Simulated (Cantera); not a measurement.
A closed system holds: 1 mol Zr, 4.2 mol O2, held at 255 Torr.

Cantera equilibrium calculation (NASA polynomials, part measured and part estimated; ideal gas, pure solids and liquids). Candidate condensed phases: Zr, ZrO2; 6 gas species. The numbers say what is thermodynamically allowed, not how fast it happens.

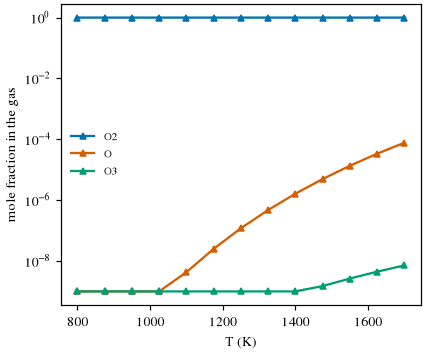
*Equilibrium gas composition (values under 1e-9 drawn at 1e-9)*

From 800 K to 1475 K the condensed part is ZrO2(monoclinic). From 1550 K to 1700 K the condensed part is ZrO2(tetragonal).
